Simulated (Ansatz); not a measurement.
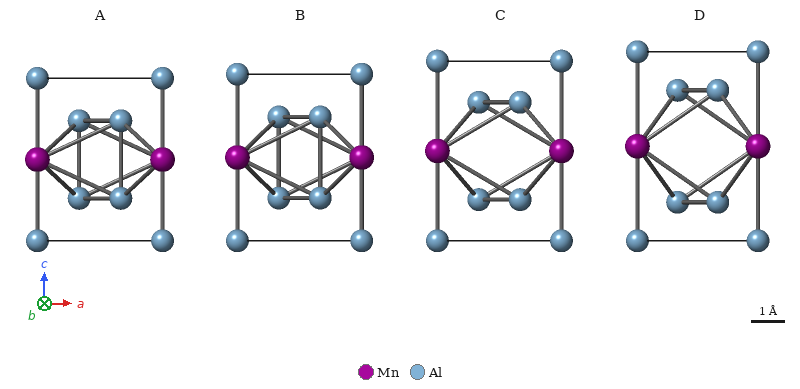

4 geometries from one relaxation of a crystal of MnAl₅ (a generated structure, set up in P6/mmm) (coarse preliminary run), in shuffled order. The picture is a ball-and-stick view of the cell of the calculation, seen along the b axis.

Theory: DFT PBE, scalar-relativistic, plane waves, PAW in Ansatz. Settings: plane-wave cutoff 420 eV; k-point mesh 6 × 6 × 4; occupations gaussian; smearing width 0.1 eV; collinear spin; cell and atoms relaxed; force threshold 0.04 eV/Å; at most 70 steps.

### Put them in the order of the run, from the start to the converged end.

D, C, A, B. They are steps 0, 1, 3, 6, at +1.942 eV per cell of the calculation, +0.690 eV per cell of the calculation, +0.101 eV per cell of the calculation relative to the last. Over 5 accepted moves (6 points after the start) the energy falls by 1.942 eV per cell of the calculation. The largest force component goes from 2.6 to 0.013 eV/Å. The pressure goes from 10.65 to 0.06 GPa. At 1 point the geometry stayed and the basis and grid were re-selected for the new cell (energy shift of 0.1 meV per cell of the calculation at most each time). The largest moves relative to the cell, 0.27 Å, are those of Al atoms. Mn stays in place. The drawn cell changes as follows: a = b 4.313 → 4.444 Å (+3.0 %), c 5.855 → 5.161 Å (−11.8 %); the volume changes by −6.4 %. Among the contacts that change: Al–Al 3.466 → 2.511 Å, Al–Mn 2.927 → 2.580 Å, Al–Al 2.389 → 2.650 Å, Al–Mn 3.034 → 2.856 Å. The space group stays P6/mmm (No. 191). The program noted that the starting moments weren't kept. The run may lie on a higher electronic state than the lowest, so the end point isn't shown to be the ground-state structure.
